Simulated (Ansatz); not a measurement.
## Electronic structure of C₃H₈SSi (SMILES C=CC([SiH3])S) in real space

The calculation's input:

```
crystal:
  periodic: [false, false, false]
  atoms:
    - {symbol: C, position_ang: [-1.132953, -0.255554, 1.736123]}
    - {symbol: C, position_ang: [-0.757913, -0.483536, 0.483231]}
    - {symbol: C, position_ang: [-0.006359, 0.484618, -0.359090]}
    - {symbol: Si, position_ang: [1.727604, -0.193374, -0.724984]}
    - {symbol: S, position_ang: [-0.825963, 0.785472, -1.951618]}
    - {symbol: H, position_ang: [-0.919168, 0.686927, 2.230334]}
    - {symbol: H, position_ang: [-1.663555, -1.005437, 2.310180]}
    - {symbol: H, position_ang: [-0.996243, -1.432831, 0.008388]}
    - {symbol: H, position_ang: [0.118445, 1.434070, 0.170026]}
    - {symbol: H, position_ang: [2.498153, -0.202962, 0.544120]}
    - {symbol: H, position_ang: [1.609573, -1.576483, -1.251488]}
    - {symbol: H, position_ang: [2.414082, 0.665033, -1.724908]}
    - {symbol: H, position_ang: [-2.045403, 1.059558, -1.455416]}
basis:
  gaussian: {orbitals: def2-TZVPP}
hamiltonian: {xc: pbe0, dispersion: d4}
output: {orbitals: {seedname: orbitals}}
```

Run with:

```sh
ansatz run in.yaml --threads 4 --pin off --events-out ev --progress --plain --max-ram 10444MiB
```

Geometry: PBE0-D4/def2-TZVP.

The calculation used RKS PBE0-D4/def2-TZVPP in Ansatz.

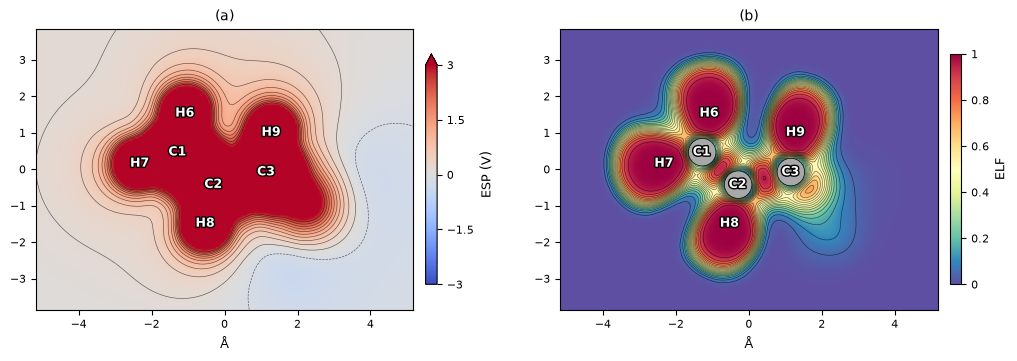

Figure 1. (a) molecular electrostatic potential; (b) ELF on the plane of atoms H6, C1 and H7. Grey discs cover the atomic cores in the ELF map.

### Describe what can be read from this map.

- Atoms in the plane: C and H.
- C–C (1.33 Å): the ELF peaks at about 0.95 between the atoms (a short, multiple covalent bond).
- C–H (1.08 Å): the ELF climbs to about 1 towards the hydrogen, as it does in any bond to H (a covalent bond by its length).
- C–C (1.49 Å): the ELF peaks at about 0.95 between the atoms; a shared electron pair.
- Outside the dense part of the molecule the potential is most negative (−0.4 V) near H11, which lies off the plane.

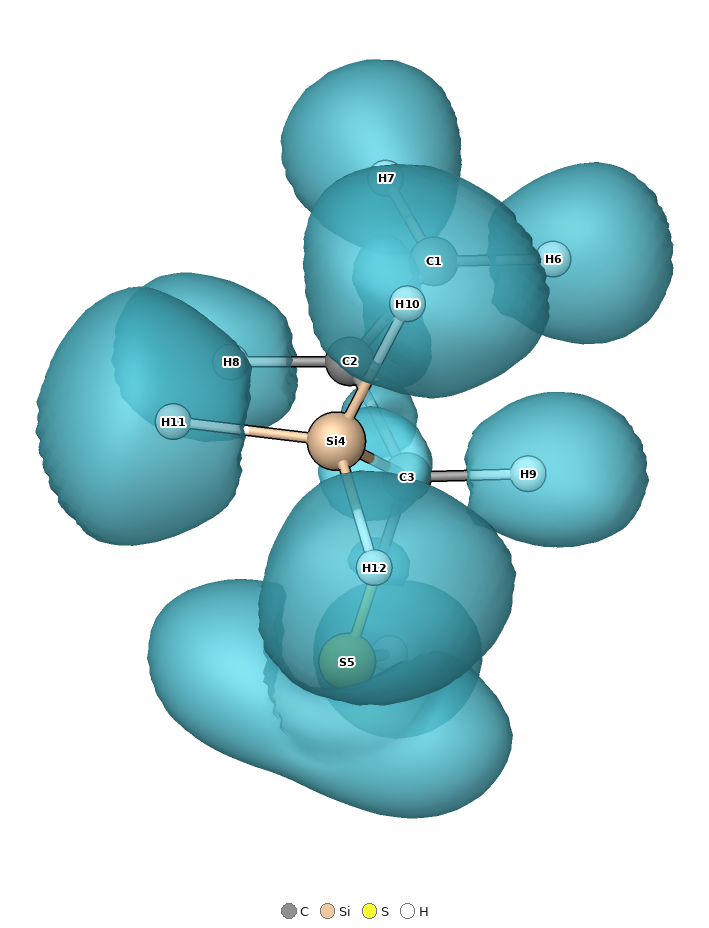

Figure 2. Isosurface of the electron localisation function at 0.85 (cyan), seen at an oblique angle. Core shells and regions of very low density are left out.

### Describe the localisation domains.

At this value the surface marks out two regions between bonded C–C atoms (shared pairs), one region between bonded C–S atoms (shared pairs), one region between bonded C–Si atoms (shared pairs), eight regions around hydrogen nuclei and one region wrapped around S (its lone pairs, merged into a ring or cap).


 C–S (1.82 Å): the ELF peaks at about 0.90 between the atoms; a covalent bond.

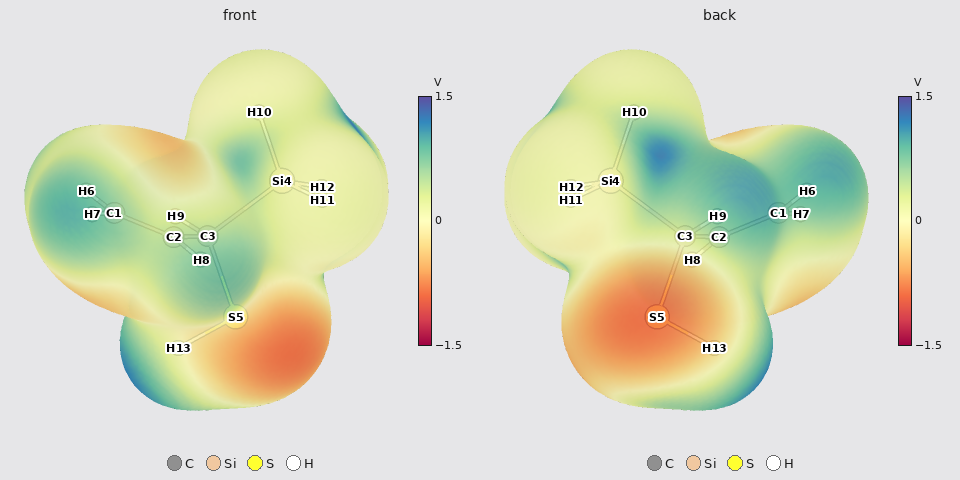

Figure 3. The molecular electrostatic potential painted on the density surface at 0.002 e/bohr³, seen from the front and from behind; the colour scale runs from red (negative) to blue (positive).

### Where is the surface potential most negative and most positive?

The most negative region (about −0.9 V, or −21 kcal/mol for a unit charge) lies over S5, the most positive (about +1.2 V, or +28 kcal/mol for a unit charge) over Si4 and H13.
